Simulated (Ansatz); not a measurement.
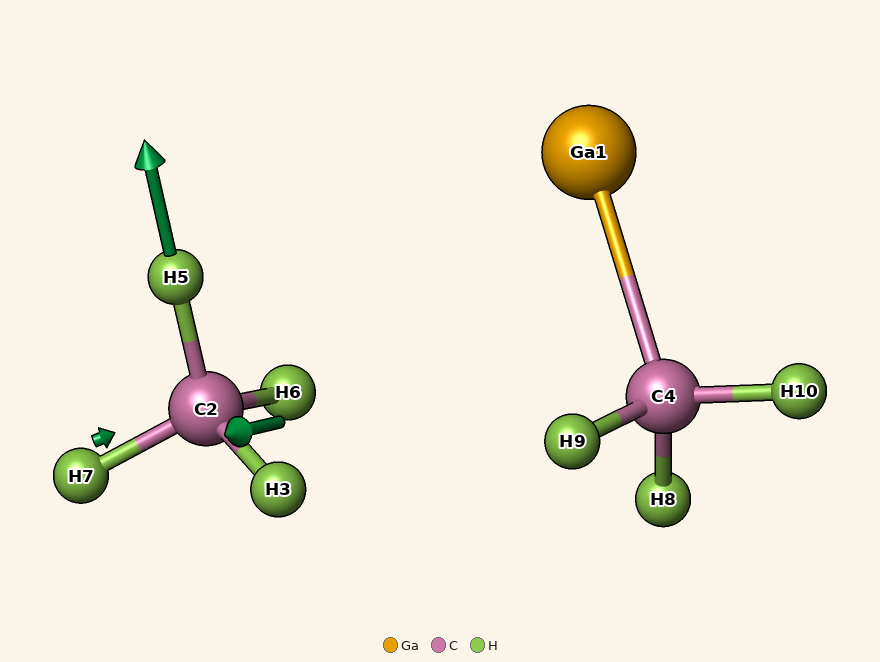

The arrows show one normal mode. Harmonic vibrations computed with RKS PBE0-D4/def2-TZVP (Ansatz 0.2.0) at a stationary point of the same level.

Question: What kind of motion is it?

Answer: Mostly out-of-phase stretching of 2 C–H bonds.

Question: Estimate its harmonic wavenumber.

Answer: 3157 cm⁻¹; it is mode 22 of 24 counted from the lowest.
